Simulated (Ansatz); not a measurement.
Os: pressure series

The parent structure is Os in the fcc (Cu type) structure (space group Fm-3m, No. 225).

```yaml
crystal:
  lattice:
    - [0.00000, 1.91027, 1.91027]
    - [1.91027, 0.00000, 1.91027]
    - [1.91027, 1.91027, 0.00000]
  atoms:
    - { symbol: Os, position: [0.00000, 0.00000, 0.00000] }
```

Cell and atoms are relaxed at each pressure.

Level of theory: PBEsol (Ansatz, a first-principles code), no SOC.

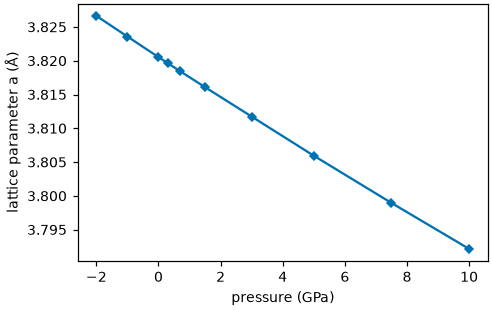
Figure: Lattice parameter a against pressure

**Question.** From the plot, what is the lattice parameter a for pressure −1 GPa?

**Answer.** About 3.824 Å.

**Question.** Is the trend monotonic over the range shown?

**Answer.** Yes, it falls throughout, spanning 3.792 Å to 3.827 Å.

Load acts through the strain it causes; cell and atoms are relaxed under it. No phonon test of stability was made. Competing high-pressure phases were not computed. The final runs are not spin-polarised. This is not the structure that Os has at room temperature and ambient pressure.
